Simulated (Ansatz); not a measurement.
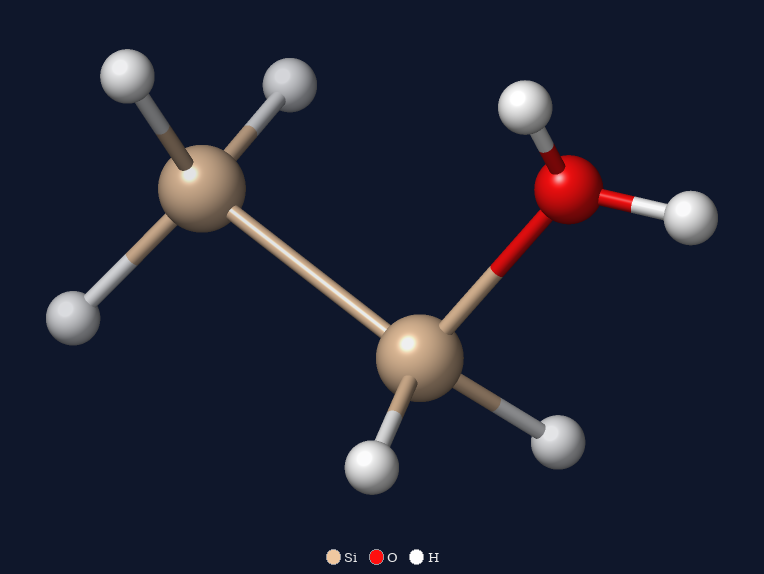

Charge +1, singlet. The geometry was computed by an optimisation with PBE-D4/def2-SVP. No frequency run is at hand to confirm it as a minimum. Properties computed with RKS PBE-D4/def2-SVP (Ansatz 0.2.0).

What is the dispersion correction?

−14.0 kJ/mol.
